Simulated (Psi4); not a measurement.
## PH₃O: frequency calculation

PH₃O, SMILES O=[PH3], computed with PBE0/STO-3G, RKS, dispersion D4 (Psi4 1.11).

The geometry was optimised with PBE0/STO-3G.

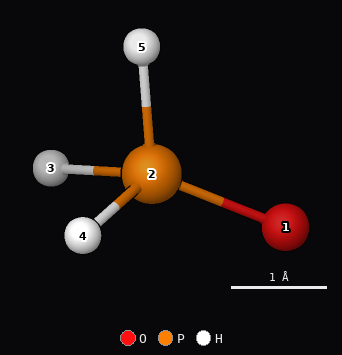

**Figure 1.** The input geometry (ball-and-stick view, seen at a tilt; atoms are numbered from 1 in the order of the input). Bond lengths as drawn: H–P 1.43 Å and O–P 1.58 Å.

Input (run_ase.py)
```python
import numpy as np
from ase.calculators.psi4 import Psi4
from ase.io import read
from ase.vibrations import Vibrations

mol = read('h3op.xyz')
calc = Psi4(atoms=mol, method='pbe0-d4', basis='STO-3G', memory='1600MB', num_threads=1, charge=0, multiplicity=1, label='psi4-calc', reference='rks')
mol.calc = calc

vib = Vibrations(mol, delta=0.005)
vib.run()
vib.summary()
```

File h3op.xyz
```
5
H3OP
O     -1.463995    -0.348258     0.564617
P     -0.029132    -0.007346     0.011192
H      0.937577     0.591180     0.879147
H      0.795461    -1.056738    -0.503512
H      0.106506     0.901227    -1.085251
```

Machine: 1 thread of Intel Xeon (Granite Rapids), 128 GiB of memory available, shared host.

Command:
```bash
python run_ase.py
```

The program's output
```
gradient() will perform analytic gradient computation.

   => Loading Basis Set <=

    Name: STO-3G
    Role: ORBITAL
    Keyword: BASIS

   => PBE0-D4(BJ,EEQ)ATM: Empirical Dispersion <=

        a1 =       0.400856
        a2 =       5.029288
       alp =      16.000000
        s6 =       1.000000
        s8 =       1.200655
        s9 =       1.000000
        ga =       3.000000
        gc =       2.000000
        wf =       6.000000

         ---------------------------------------------------------
                                   SCF
                              RKS Reference
                        1 Threads,   1525 MiB Core
         ---------------------------------------------------------

  ==> Geometry <==

    Molecular point group: c1
    Full point group: C1

    Geometry (in Angstrom), charge = 0, multiplicity = 1:

       Center              X                  Y                   Z               Mass
    ------------   -----------------  -----------------  -----------------  -----------------
         O           -1.014627181224    -0.241064932219     0.391239197448    15.994914619570
         P            0.420235818776     0.099847067781    -0.162185802552    30.973761998420
         H            1.386944818776     0.698373067781     0.705769197448     1.007825032230
         H            1.244828818776    -0.949544932219    -0.676889802552     1.007825032230
         H            0.555873818776     1.008420067781    -1.253628802552     1.007825032230

  Running in c1 symmetry.

  Rotational constants: A =      3.60631  B =      0.51273  C =      0.51253 [cm^-1]
  Rotational constants: A = 108114.54515  B =  15371.14467  C =  15365.15184 [MHz]
  Nuclear repulsion =   62.602820826047349

  Charge       = 0
  Multiplicity = 1
  Electrons    = 26
  Nalpha       = 13
  Nbeta        = 13

  ==> Algorithm <==

  SCF Algorithm Type is DF.
  DIIS enabled.
  MOM disabled.
  Fractional occupation disabled.
  Guess Type is SAD.
  Energy threshold   = 1.00e-08
  Density threshold  = 1.00e-08
  Integral threshold = 1.00e-12

  ==> Primary Basis <==

  Basis Set: STO-3G
    Blend: STO-3G
    Number of shells: 11
    Number of basis functions: 17
    Number of Cartesian functions: 17
    Spherical Harmonics?: true
    Max angular momentum: 1

  ==> DFT Potential <==

   => LibXC <=

    Version 7.1.2

   => Composite Functional: PBE0-D4BJEEQATM <=

    PBE0-d4bjeeqatm Hyb-GGA Exchange-Correlation Functional

    Deriv               =              1
    GGA                 =           TRUE
    Meta                =          FALSE

    Exchange Hybrid     =           TRUE
    MP2 Hybrid          =          FALSE

   => Exchange Functionals <=

    0.7500   Perdew, Burke & Ernzerhof

   => Exact (HF) Exchange <=

    0.2500               HF

   => Correlation Functionals <=

    1.0000   Perdew, Burke & Ernzerhof

   => LibXC Density Thresholds  <==

    XC_HYB_GGA_XC_PBEH:  1.00E-15

   => Molecular Quadrature <=

    Radial Scheme          =       TREUTLER
    Pruning Scheme         =           NONE
    Nuclear Scheme         =       TREUTLER

    Blocking Scheme        =         OCTREE
    BS radius alpha        =              1
    Pruning alpha          =              1
    Radial Points          =             75
    Spherical Points       =            302
    Total Points           =         107271
    Total Blocks           =            859
    Max Points             =            256
    Max Functions          =             17
    Weights Tolerance      =       1.00E-15

   => Loading Basis Set <=

    Name: (STO-3G AUX)
    Role: JKFIT
    Keyword: DF_BASIS_SCF

  ==> Integral Setup <==

  DFHelper Memory: AOs need 0.001 GiB; user supplied 1.071 GiB.
  SCF_SUBTYPE=INCORE selected. In-core MEM_DF algorithm will be used.
  Using in-core AOs.

  ==> MemDFJK: Density-Fitted J/K Matrices <==

    J tasked:                   Yes
    K tasked:                   Yes
    wK tasked:                   No
    Memory [MiB]:              1096
    Algorithm:                 Core
    Schwarz Cutoff:           1E-12
    Mask sparsity (%):       0.6920
    Fitting Condition:        1E-10

   => Auxiliary Basis Set <=

  Basis Set: (STO-3G AUX)
    Blend: DEF2-UNIVERSAL-JKFIT
    Number of shells: 81
    Number of basis functions: 259
    Number of Cartesian functions: 308
    Spherical Harmonics?: true
    Max angular momentum: 4

  Cached 100.0% of DFT collocation blocks in 0.046 [GiB].

  Minimum eigenvalue in the overlap matrix is 2.9979468536E-01.
  Reciprocal condition number of the overlap matrix is 1.5400400531E-01.
    Using symmetric orthogonalization.

  ==> Pre-Iterations <==

  SCF Guess: Superposition of Atomic Densities via on-the-fly atomic UHF (no occupation information).

   -------------------------
    Irrep   Nso     Nmo
   -------------------------
     A         17      17
   -------------------------
    Total      17      17
   -------------------------

  ==> Iterations <==

                           Total Energy        Delta E     RMS |[F,P]|

   @DF-RKS iter SAD:  -412.20158255969869   -4.12202e+02   0.00000e+00
   @DF-RKS iter   1:  -412.93060012606691   -7.29018e-01   2.86276e-02 DIIS/ADIIS
   @DF-RKS iter   2:  -410.47189362380482    2.45871e+00   1.23496e-01 ADIIS
   @DF-RKS iter   3:  -412.95629853547769   -2.48440e+00   3.32740e-02 DIIS/ADIIS
   @DF-RKS iter   4:  -413.14133866212705   -1.85040e-01   2.81326e-03 DIIS/ADIIS
   @DF-RKS iter   5:  -413.14297377203940   -1.63511e-03   3.02569e-04 DIIS/ADIIS
   @DF-RKS iter   6:  -413.14299242963546   -1.86576e-05   1.01620e-04 DIIS/ADIIS
   @DF-RKS iter   7:  -413.14299443581319   -2.00618e-06   2.39466e-05 DIIS
   @DF-RKS iter   8:  -413.14299455622387   -1.20411e-07   1.27877e-07 DIIS
   @DF-RKS iter   9:  -413.14299455623012   -6.25278e-12   1.33179e-08 DIIS
   @DF-RKS iter  10:  -413.14299455622989    2.27374e-13   6.09520e-09 DIIS
  Energy and wave function converged.

  ==> Post-Iterations <==

   Electrons on quadrature grid:
      Ntotal   =   26.0000038466 ; deviation = 3.847e-06

    Orbital Energies [Eh]
    ---------------------

    Doubly Occupied:

       1A    -76.403270     2A    -18.755273     3A     -6.482111
       4A     -4.578533     5A     -4.576881     6A     -4.576849
       7A     -0.861104     8A     -0.619424     9A     -0.392166
      10A     -0.391448    11A     -0.256112    12A     -0.090526
      13A     -0.090514

    Virtual:

      14A      0.242865    15A      0.271554    16A      0.272737
      17A      0.398114

    Final Occupation by Irrep:
              A
    DOCC [    13 ]
    NA   [    13 ]
    NB   [    13 ]

  @DF-RKS Final Energy:  -413.14299455622989

   => Energetics <=

    Nuclear Repulsion Energy =             62.6028208260473491
    One-Electron Energy =                -697.6857679966966543
    Two-Electron Energy =                 246.8329720805395766
    DFT Exchange-Correlation Energy =     -24.8913619137809512
    Empirical Dispersion Energy =          -0.0016575523392559
    VV10 Nonlocal Energy =                  0.0000000000000000
    Total Energy =                       -413.1429945562299508

Computation Completed

Properties will be evaluated at   0.000000,   0.000000,   0.000000 [a0]

Properties computed using the SCF density matrix

 Multipole Moments:

 ------------------------------------------------------------------------------------
     Multipole            Electronic (a.u.)      Nuclear  (a.u.)        Total (a.u.)
 ------------------------------------------------------------------------------------

 L = 1.  Multiply by 2.5417464519 to convert [e a0] to [Debye]
 Dipole X            :         -1.6075943            2.5967998            0.9892056
 Dipole Y            :         -0.3811961            0.6168723            0.2356762
 Dipole Z            :          0.6133010           -0.9970627           -0.3837617
 Magnitude           :                                                    1.0868965

 ------------------------------------------------------------------------------------

	total time  =          1 seconds =       0.02 minutes

         ------------------------------------------------------------
                                   SCF GRAD
         ------------------------------------------------------------

  ==> Geometry <==

    Molecular point group: c1
    Full point group: C1

    Geometry (in Angstrom), charge = 0, multiplicity = 1:

       Center              X                  Y                   Z               Mass
    ------------   -----------------  -----------------  -----------------  -----------------
         O           -1.014627181224    -0.241064932219     0.391239197448    15.994914619570
         P            0.420235818776     0.099847067781    -0.162185802552    30.973761998420
         H            1.386944818776     0.698373067781     0.705769197448     1.007825032230
         H            1.244828818776    -0.949544932219    -0.676889802552     1.007825032230
         H            0.555873818776     1.008420067781    -1.253628802552     1.007825032230

  Nuclear repulsion =   62.602820826047349

  ==> Basis Set <==

  Basis Set: STO-3G
    Blend: STO-3G
    Number of shells: 11
    Number of basis functions: 17
    Number of Cartesian functions: 17
    Spherical Harmonics?: true
    Max angular momentum: 1

  ==> DFJKGrad: Density-Fitted SCF Gradients <==

    Gradient:                    1
    J tasked:                  Yes
    K tasked:                  Yes
    wK tasked:                  No
    Integrals threads:           1
    Memory [MiB]:             1144
    Schwarz Cutoff:          1E-12
    Fitting Condition:       1E-10

   => Auxiliary Basis Set <=

  Basis Set: (STO-3G AUX)
    Blend: DEF2-UNIVERSAL-JKFIT
    Number of shells: 81
    Number of basis functions: 259
    Number of Cartesian functions: 308
    Spherical Harmonics?: true
    Max angular momentum: 4

  ==> DFT Potential <==

   => LibXC <=

    Version 7.1.2

   => Composite Functional: PBE0-D4BJEEQATM <=

    PBE0-d4bjeeqatm Hyb-GGA Exchange-Correlation Functional

    Deriv               =              1
    GGA                 =           TRUE
    Meta                =          FALSE

    Exchange Hybrid     =           TRUE
    MP2 Hybrid          =          FALSE

   => Exchange Functionals <=

    0.7500   Perdew, Burke & Ernzerhof

   => Exact (HF) Exchange <=

    0.2500               HF

   => Correlation Functionals <=

    1.0000   Perdew, Burke & Ernzerhof

   => LibXC Density Thresholds  <==

    XC_HYB_GGA_XC_PBEH:  1.00E-15

   => Molecular Quadrature <=

    Radial Scheme          =       TREUTLER
    Pruning Scheme         =           NONE
    Nuclear Scheme         =       TREUTLER

    Blocking Scheme        =         OCTREE
    BS radius alpha        =              1
    Pruning alpha          =              1
    Radial Points          =             75
    Spherical Points       =            302
    Total Points           =         107271
    Total Blocks           =            859
    Max Points             =            256
    Max Functions          =             17
    Weights Tolerance      =       1.00E-15

  -Total Gradient:
     Atom            X                  Y                   Z
    ------   -----------------  -----------------  -----------------
       1        0.000045459756     0.000013981084     0.000014444226
       2        0.000178533555     0.000929824655    -0.001513737452
       3       -0.000038631450     0.000108160222    -0.000119613213
       4       -0.000045647314    -0.000044232950     0.000087398155
       5       -0.000116090004    -0.000993417532     0.001521300423

	total time  =          0 seconds =       0.00 minutes
```

Standard output
```
---------------------
  #    meV     cm^-1
---------------------
  0    7.9i     63.5i
  1    2.7i     21.5i
  2    1.1i      9.1i
  3    0.9       7.0
  4    5.1      41.1
  5    7.5      60.7
  6   84.0     677.1
  7   84.4     680.7
  8  125.6    1012.8
  9  154.2    1243.8
 10  154.6    1247.0
 11  166.5    1342.6
 12  317.6    2561.3
 13  317.6    2561.5
 14  324.4    2616.7
---------------------
Zero-point energy: 0.871 eV
```

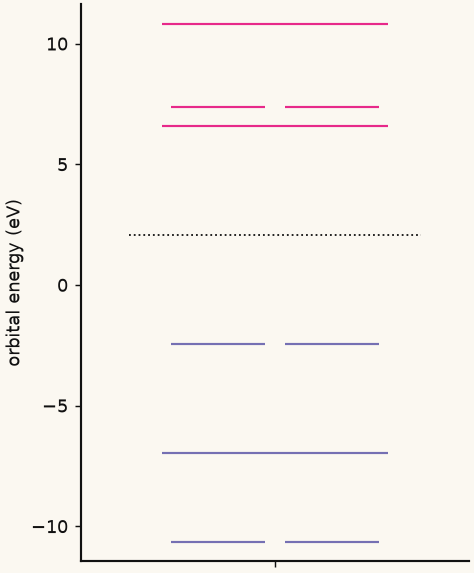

**Figure 2.** Orbital energies near the frontier; the dotted line parts filled from empty levels, and levels within 0.02 eV of each other stand side by side. Highest filled −2.47 eV, lowest empty 6.59 eV, 9.06 eV apart.

Results in brief

| quantity | value |
| --- | --- |
| outcome | converged |
| total energy | −413.143003 hartree |
| dispersion energy | −0.001657 hartree |
| basis functions | 17 |
| HOMO | −2.47 eV |
| LUMO | 6.59 eV |
| dipole moment | 2.76 D |
| wall time | 53 s |
| peak memory | 0.66 GiB |
